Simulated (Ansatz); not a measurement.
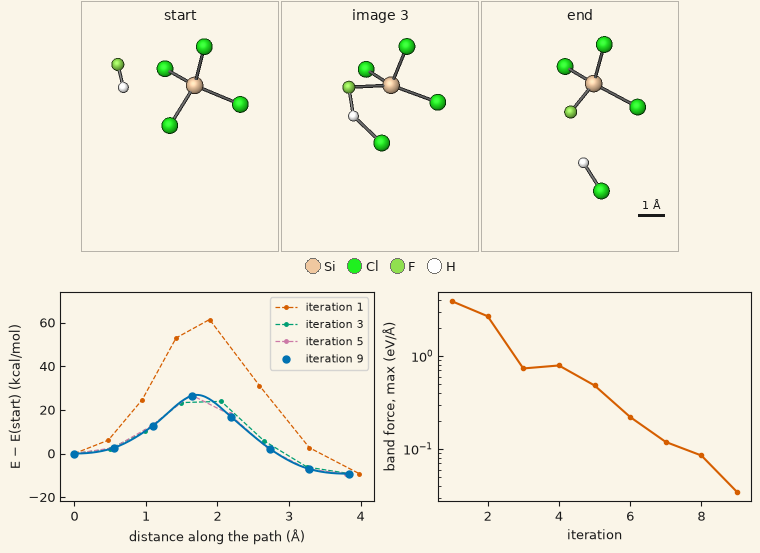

A search for the minimum-energy path of SiHCl₄F, made up of SiCl₄ and HF by the nudged elastic band. Images are numbered from 0 (start) to 7 (end). The plot follows the band through its iterations. Style: ball-and-stick. Shown at a tilt.

All numbers below come from RKS PBE0-D4/def2-SVP (Ansatz 0.2.0). Run with 6 movable images; no climbing image; force threshold 0.05 eV/Å; iteration limit 60; starting path through a guess of the saddle point.

Question: Judge this run.

Answer: The run is converged, with reservations. The band converged in 9 iterations. The largest component of the band force went from 3.9 to 0.034 eV/Å. No image climbed, so the highest image needn't lie on the saddle point, and the true maximum along this path can be higher. The first iteration put the highest image at 61.4 kcal/mol. Forward barrier 26.5 kcal/mol, backward barrier 35.8 kcal/mol, with image 3 at the top; the reaction energy is −9.3 kcal/mol.

Limits of the set-up: the start holds two separate molecules, 2.4 Å apart at their closest, whose relative position is a soft coordinate.
